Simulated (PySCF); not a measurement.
# C3H9FSi2: a tour of settings, part 2 of 2

PySCF 2.14.0. Atoms count from 0. Earlier steps stand in the parts before.

## Step 6: Spin-spin couplings: PBE0/6-31++G**

Job settings and geometry (Å):

```
{"job": {"kind": "j", "xc": "PBE0", "basis": "6-31++G**", "grid": 1}, "charge": 0, "multiplicity": 1}
F     -0.013811    -1.502279     1.335956
C      0.001152    -1.289277    -0.040940
C     -1.261999    -0.525256    -0.414959
Si    -1.163221     1.231312     0.355318
Si     1.153850     1.231926     0.382317
C      1.270681    -0.523291    -0.387895
H      0.006690    -2.297641    -0.482080
H     -1.320332    -0.475685    -1.502167
H     -2.129957    -1.087646    -0.072099
H     -1.873756     2.162116    -0.532307
H     -1.866041     1.239192     1.641019
H      1.825075     1.237743     1.685082
H      1.884804     2.164141    -0.486625
H      2.132070    -1.085520    -0.028920
H      1.350380    -0.471847    -1.473614
```

Method: PBE0/6-31++G** indirect spin-spin coupling, non-relativistic, gas phase.

The log of the run:

```text
final grid: 55912 points
cycle   1  E = -798.0080002258  dE =  4.426e-01  |g| = 4.994e-01  |ddm| = 3.956e+00
cycle   2  E = -797.9768307848  dE =  3.117e-02  |g| = 6.632e-01  |ddm| = 1.635e+00
cycle   3  E = -798.0614394508  dE = -8.461e-02  |g| = 6.118e-02  |ddm| = 1.004e+00
cycle   4  E = -798.0619241517  dE = -4.847e-04  |g| = 3.035e-02  |ddm| = 1.011e-01
cycle   5  E = -798.0621306146  dE = -2.065e-04  |g| = 4.654e-03  |ddm| = 6.839e-02
cycle   6  E = -798.0621361989  dE = -5.584e-06  |g| = 1.633e-03  |ddm| = 2.535e-02
cycle   7  E = -798.0621369320  dE = -7.331e-07  |g| = 1.953e-04  |ddm| = 3.865e-03
cycle   8  E = -798.0621369423  dE = -1.029e-08  |g| = 6.617e-05  |ddm| = 9.757e-04
cycle   9  E = -798.0621369436  dE = -1.322e-09  |g| = 1.114e-05  |ddm| = 2.366e-04
cycle  10  E = -798.0621369437  dE = -4.957e-11  |g| = 2.030e-06  |ddm| = 6.252e-05
converged SCF energy = -798.0621369437

Indirect spin-spin couplings (Hz)
  i      j    bonds     total        FC       PSO       DSO        SD
  0 F    1 C    1   -163.044  -204.969    23.279     1.055    17.592
  0 F    2 C    2     22.480    24.055    -1.939     0.102     0.262
  0 F    3 Si   3     -4.327    -4.208    -0.093    -0.051     0.026
  0 F    4 Si   3     -4.383    -4.263    -0.093    -0.051     0.025
  0 F    5 C    2     22.451    24.013    -1.930     0.102     0.266
  0 F    6 H    2     47.079    44.336     6.494    -0.476    -3.275
  0 F    7 H    3     44.959    47.036    -0.128    -1.790    -0.159
  0 F    8 H    3      7.207     6.559     0.798     0.294    -0.444
  0 F    9 H    4      0.772     1.690     0.595    -1.414    -0.098
  0 F   10 H    4      0.844     0.830    -0.421     0.437    -0.001
  0 F   11 H    4      0.866     0.849    -0.425     0.443    -0.001
  0 F   12 H    4      0.802     1.722     0.594    -1.415    -0.098
  0 F   13 H    3      7.108     6.455     0.806     0.290    -0.442
  0 F   14 H    3     44.951    47.030    -0.130    -1.790    -0.159
  1 C    2 C    1     51.372    51.983    -0.910     0.299         -
  1 C    3 Si   2      0.754     0.487     0.212    -0.033     0.087
  1 C    4 Si   2      0.756     0.490     0.212    -0.033     0.087
  1 C    5 C    1     51.366    51.979    -0.911     0.299         -
  1 C    6 H    1    170.408   169.527    -0.397     1.278         -
  1 C    7 H    2      0.797     0.616     0.033     0.147         -
  1 C    8 H    2     -5.406    -5.408    -0.093     0.095         -
  1 C    9 H    3      3.927     4.164     0.063    -0.300         -
  1 C   10 H    3      0.137     0.251     0.021    -0.136         -
  1 C   11 H    3      0.130     0.244     0.021    -0.135         -
  1 C   12 H    3      3.941     4.179     0.063    -0.301         -
  1 C   13 H    2     -5.404    -5.404    -0.095     0.095         -
  1 C   14 H    2      0.784     0.603     0.033     0.148         -
  2 C    3 Si   1    -46.867   -46.290     0.981    -0.111    -1.447
  2 C    4 Si   2     -5.588    -5.702     0.123    -0.012     0.002
  2 C    5 C    2      3.369     3.563    -0.241     0.047         -
  2 C    6 H    2      0.834     0.846     0.026    -0.038         -
  2 C    7 H    1    139.394   137.229     1.171     0.995         -
  2 C    8 H    1    144.634   142.626     1.020     0.988         -
  2 C    9 H    2      1.649     1.791    -0.048    -0.094         -
  2 C   10 H    2      0.471     0.623    -0.045    -0.107         -
  2 C   11 H    3      0.829     1.022     0.090    -0.283         -
  2 C   12 H    3      1.588     1.778     0.050    -0.240         -
  2 C   13 H    3      7.762     7.889     0.267    -0.393         -
  2 C   14 H    3      0.147     0.055    -0.005     0.098         -
  3 Si   4 Si   1     68.492    68.032    -1.166     0.046     1.580
  3 Si   5 C    2     -5.607    -5.720     0.123    -0.012     0.002
  3 Si   6 H    3     -8.401    -8.423    -0.219     0.292    -0.050
  3 Si   7 H    2      5.822     5.726     0.199     0.060    -0.163
  3 Si   8 H    2      4.629     4.531     0.206     0.073    -0.182
  3 Si   9 H    1   -169.507  -169.545     0.688    -0.265    -0.385
  3 Si  10 H    1   -179.623  -179.680     0.764    -0.280    -0.427
  3 Si  11 H    2     -4.619    -4.715    -0.013     0.156    -0.048
  3 Si  12 H    2     -6.442    -6.565     0.010     0.170    -0.057
  3 Si  13 H    3     -4.419    -4.554    -0.164     0.263     0.035
  3 Si  14 H    3      0.429     0.352    -0.046     0.084     0.039
  4 Si   5 C    1    -46.879   -46.308     0.985    -0.111    -1.445
  4 Si   6 H    3     -8.398    -8.420    -0.219     0.292    -0.050
  4 Si   7 H    3      0.422     0.344    -0.046     0.086     0.039
  4 Si   8 H    3     -4.377    -4.512    -0.164     0.263     0.036
  4 Si   9 H    2     -6.433    -6.556     0.010     0.170    -0.057
  4 Si  10 H    2     -4.632    -4.728    -0.013     0.157    -0.048
  4 Si  11 H    1   -179.607  -179.664     0.762    -0.280    -0.426
  4 Si  12 H    1   -169.682  -169.720     0.689    -0.265    -0.386
  4 Si  13 H    2      4.622     4.524     0.206     0.074    -0.182
  4 Si  14 H    2      5.826     5.730     0.200     0.060    -0.163
  5 C    6 H    2      0.845     0.857     0.026    -0.038         -
  5 C    7 H    3      0.143     0.052    -0.005     0.097         -
  5 C    8 H    3      7.749     7.875     0.267    -0.393         -
  5 C    9 H    3      1.577     1.766     0.050    -0.239         -
  5 C   10 H    3      0.844     1.038     0.090    -0.284         -
  5 C   11 H    2      0.458     0.610    -0.045    -0.107         -
  5 C   12 H    2      1.666     1.809    -0.048    -0.094         -
  5 C   13 H    1    144.639   142.630     1.020     0.988         -
  5 C   14 H    1    139.366   137.199     1.171     0.995         -
  6 H    7 H    3      2.321     2.099     0.150     0.072         -
  6 H    8 H    3      3.205     3.053     0.187    -0.035         -
  6 H    9 H    4     -0.347     0.310     0.760    -1.417         -
  6 H   10 H    4     -1.008    -0.432     0.844    -1.420         -
  6 H   11 H    4     -1.008    -0.433     0.844    -1.420         -
  6 H   12 H    4     -0.347     0.310     0.761    -1.419         -
  6 H   13 H    3      3.222     3.069     0.184    -0.031         -
  6 H   14 H    3      2.309     2.088     0.152     0.070         -
  7 H    8 H    2    -17.515   -17.594     1.864    -1.786         -
  7 H    9 H    3      5.025     4.827    -0.155     0.353         -
  7 H   10 H    3      5.400     6.560     0.823    -1.983         -
  7 H   11 H    4     -1.223    -0.311     0.665    -1.577         -
  7 H   12 H    4     -0.181     0.154     0.163    -0.498         -
  7 H   14 H    4      1.610     0.978    -0.776     1.408         -
  8 H    9 H    3     -0.152     0.380     0.403    -0.935         -
  8 H   10 H    3      4.367     4.203    -0.150     0.314         -
  8 H   11 H    4      0.179     0.827     0.634    -1.283         -
  8 H   12 H    4     -1.147    -0.330     0.722    -1.539         -
  8 H   13 H    4      2.151     2.657     1.280    -1.786         -
  9 H   10 H    2     -0.479     0.791     0.441    -1.711         -
  9 H   11 H    3      3.745     4.975     0.377    -1.608         -
  9 H   12 H    3     -0.398    -0.169     0.051    -0.280         -
  9 H   13 H    4     -1.146    -0.330     0.722    -1.537         -
  9 H   14 H    4     -0.180     0.151     0.159    -0.491         -
 10 H   11 H    3      0.087     0.248     0.009    -0.170         -
 10 H   12 H    3      3.717     4.947     0.377    -1.607         -
 10 H   13 H    4      0.187     0.837     0.636    -1.287         -
 10 H   14 H    4     -1.224    -0.311     0.664    -1.577         -
 11 H   12 H    2     -0.438     0.835     0.441    -1.714         -
 11 H   13 H    3      4.352     4.190    -0.147     0.309         -
 11 H   14 H    3      5.431     6.594     0.824    -1.987         -
 12 H   13 H    3     -0.163     0.367     0.402    -0.932         -
 12 H   14 H    3      5.001     4.804    -0.154     0.351         -
 13 H   14 H    2    -17.512   -17.591     1.865    -1.786         -
```

Wall time 53 s (1 thread of Arm Neoverse N1, shared host); peak memory 0.89 GiB.

The basis is not made for couplings: without tight functions at the nuclei these values are rough.

A choice of the couplings up to four bonds, sorted by the number of bonds, with means over like pairs; isotopes 13C, 19F, 1H, 29Si:

```csv
pair,bonds,J (Hz),Fermi contact (Hz),dihedral (°)
Si3–H10,1,-179.6,-179.7,–
C1–H6,1,170.4,169.5,–
Si3–H9,1,-169.6,-169.6,–
F0–C1,1,-163.0,-205.0,–
C2–H8,1,144.6,142.6,–
C2–H7,1,139.4,137.2,–
Si3–Si4,1,68.5,68.0,–
C1–C2,1,51.4,52.0,–
C2–Si3,1,-46.9,-46.3,–
F0–H6,2,47.1,44.3,–
F0–C2,2,22.5,24.0,–
H7–H8,2,-17.5,-17.6,–
Si3–H12,2,-6.4,-6.6,–
Si3–H7,2,5.8,5.7,–
C2–Si4,2,-5.6,-5.7,–
C1–H8,2,-5.4,-5.4,–
Si3–H8,2,4.6,4.5,–
Si3–H11,2,-4.6,-4.7,–
F0–H7,3,45.0,47.0,-172
Si3–H6,3,-8.4,-8.4,-178
C2–H13,3,7.8,7.9,176
F0–H8,3,7.2,6.5,-56
H7–H10,3,5.4,6.6,146
H7–H9,3,5.0,4.8,30
Si3–H13,3,-4.4,-4.5,-147
H8–H10,3,4.4,4.2,26
F0–Si3,3,-4.4,-4.2,67
H8–H13,4,2.2,2.7,–
H7–H14,4,1.6,1.0,–
H7–H11,4,-1.2,-0.3,–
H8–H12,4,-1.1,-0.3,–
H6–H10,4,-1.0,-0.4,–
```

The spin-dipole term was solved for some atoms only; pairs without it lack that part.

Joined with the shifts from before (PBE0/pcSseg-1, scaled to CDCl3 for protons on carbon, raw for the others), the couplings predict the line list below for 400 MHz.

1H NMR δ 5.58 (m, 1H), 3.95 (dtt, J = 5.4, 4.0, 1.1 Hz, 2H), 3.86 (ddd, J = 5.0, 3.7, 1.1 Hz, 2H), 1.94 (m, 2H), 0.73 (m, 2H). The letters are first-order; like nuclei with unlike couplings give more lines.

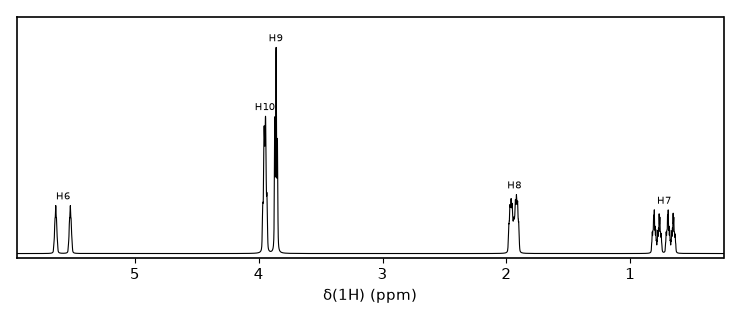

Simulated proton spectrum at 400 MHz, by exact diagonalisation of each spin system; lines 1.2 Hz wide, exchangeable protons uncoupled.

## Step 7: Run by run: NMR shifts

Isotropic shieldings (ppm) of some atoms, chosen among heavy atoms and hydrogens apart, means over like atoms, with basis size and wall time:

```csv
run,C1,C2,H10,H9,H8,F0,Si3,functions,time
PBE0/pcSseg-1,89.7,164.5,27.77,27.85,29.77,360.2,423.4,161,38 s
PBE0/aug-cc-pVDZ,102.9,175.1,27.77,27.77,29.88,368.8,481.1,227,67 s
PBE0/6-31G in water,109.9,179.3,29.71,29.69,31.01,373.8,491.5,80,29 s
```

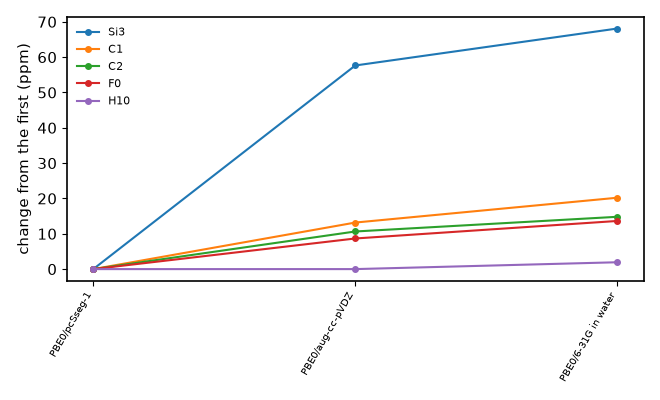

How five of the tabulated atoms move from run to run.

## Step 8: Summary of results

The summary covers parts 1 to 2.

```
                                                                quantity                             value
 13C shifts against TMS (PBE0/pcSseg-1, means over atoms taken as alike)                    97.2, 22.4 ppm
  1H shifts against TMS (PBE0/pcSseg-1, means over atoms taken as alike)  5.81, 3.95, 3.86, 1.94, 0.66 ppm
                                19F shifts against CFCl3 (PBE0/pcSseg-1)                        -189.2 ppm
29Si shifts against TMS (PBE0/pcSseg-1, means over atoms taken as alike)                         -74.3 ppm
                                   surface potential, 1st and 99th percentile                -1.07 V and 0.98 V
                                         lowest singlet (PBE0/def2-SVPD)       6.68 eV (186 nm), f = 0.012
                                brightest single state of those computed       state 3, 7.43 eV, f = 0.181
                                                          lowest triplet                           5.92 eV
                          largest coupling of the table (PBE0/6-31++G**)       1J(Si,H) Si3–H10, -179.6 Hz
                                           range of the shielding of Si3                423.4 to 491.5 ppm
```

In words: Single values in the summary come from the first run of each kind that ended normally (PBE0/pcSseg-1; PBE0/def2-SVPD; PBE0/6-31++G**), which need not be the best level. C1 (sp3 CH bonded to F) lies farthest downfield among carbon, at 97.2 ppm; pulled downfield by the heteroatom. H6 (hydrogen on an sp3 CH bonded to F) lies farthest downfield among hydrogen, at 5.81 ppm; its carbon carries F, which withdraws density. The first singlet state (HOMO→LUMO+1 0.96) lies at 6.68 eV and is weak; of the 6 states computed, the strongest absorption comes from states 3 to 4 together at 7.43 eV. The lowest triplet lies 0.77 eV below the lowest singlet (triplets in Tamm-Dancoff, singlets in full TDDFT). Of the pairs tabulated at PBE0/6-31++G**, Si3–H10 (mean over like pairs) couples most strongly (-179.6 Hz; Fermi contact -179.7 Hz). Couplings across rotatable bonds belong to this one conformer; where others are populated, the observed values are averages. In ppm, Si3 (with its like atoms) moves most: its shielding spreads over 68.1 ppm, from 423.4 (PBE0/pcSseg-1) to 491.5 (PBE0/6-31G in water). Couplings from bases without tight functions are rough.
